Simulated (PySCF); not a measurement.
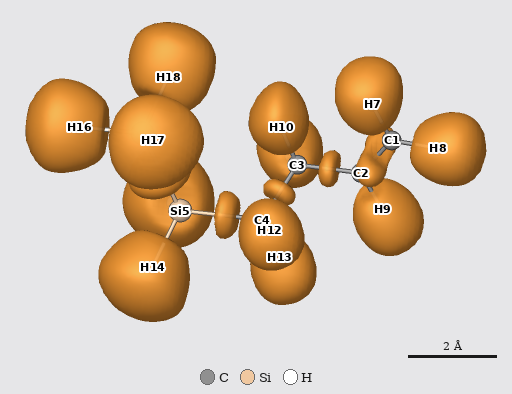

*C4H12Si2 (SMILES C=CCC[SiH2][SiH3]). Isosurface of the ELF at 0.85 (orange), seen at a tilt. Only the valence region is drawn (cores and ρ < 0.01 e/Å³ removed).*

Geometry: GFN2-xTB.

All numbers below come from wB97X-D/def2-SVPD, SCF density, gas phase (PySCF 2.14.0).

```yaml
atoms:
  - { symbol: C, position_ang: [2.8214, 1.3676, -0.1996] }
  - { symbol: C, position_ang: [2.3223, 0.1521, -0.0785] }
  - { symbol: C, position_ang: [0.9124, -0.2232, -0.4051] }
  - { symbol: C, position_ang: [0.1854, -0.7708, 0.8253] }
  - { symbol: Si, position_ang: [-1.6265, -1.2381, 0.4539] }
  - { symbol: Si, position_ang: [-2.8112, 0.6018, -0.2893] }
  - { symbol: H, position_ang: [2.2291, 2.1868, -0.5745] }
  - { symbol: H, position_ang: [3.8411, 1.5972, 0.0596] }
  - { symbol: H, position_ang: [2.9379, -0.6540, 0.3019] }
  - { symbol: H, position_ang: [0.3814, 0.6498, -0.7923] }
  - { symbol: H, position_ang: [0.9171, -0.9911, -1.1851] }
  - { symbol: H, position_ang: [0.2217, -0.0202, 1.6182] }
  - { symbol: H, position_ang: [0.7304, -1.6393, 1.2001] }
  - { symbol: H, position_ang: [-2.1762, -1.8244, 1.6862] }
  - { symbol: H, position_ang: [-1.5922, -2.3373, -0.5250] }
  - { symbol: H, position_ang: [-4.2252, 0.2947, -0.5171] }
  - { symbol: H, position_ang: [-2.7755, 1.7171, 0.6629] }
  - { symbol: H, position_ang: [-2.3020, 1.1377, -1.5569] }
```

Question: Where are the electrons localised?

Answer: At this value the surface marks out three regions between bonded C–C atoms (shared pairs), one region between bonded C–Si atoms (shared pairs), one region between bonded Si–Si atoms (shared pairs) and twelve regions around hydrogen nuclei.

Values along the shortest contacts:
C–C (1.32 Å): the ELF peaks at about 0.95 between the atoms: a multiple bond. C–Si (1.91 Å): the ELF peaks at about 0.95 between the atoms, as expected for a covalent bond.
